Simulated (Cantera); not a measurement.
Charge: 1 mol SiCl4, 94 mol N2, equilibrated at 7.20 Pa.

Cantera equilibrium calculation (NASA polynomials, part measured and part estimated; ideal gas, pure solids and liquids). Candidate condensed phases: Si, Si3N4; 13 gas species. The tables' values for SiCl3, SiCl are old estimates; treat these amounts as uncertain. Equilibrium is a limit: real reactors are often held back by kinetics, nucleation or transport.

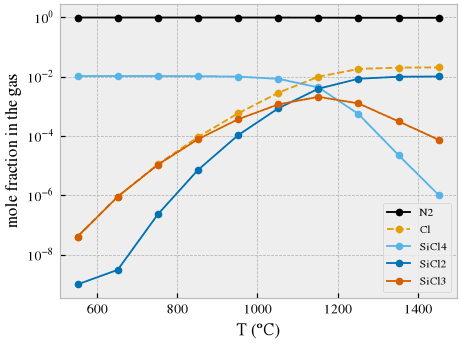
Figure. Equilibrium gas composition (values under 1e-9 drawn at 1e-9)

From 552 °C to 1452 °C nothing is condensed. The main Si-bearing gas is SiCl4 at 552 °C and SiCl2 at 1452 °C.
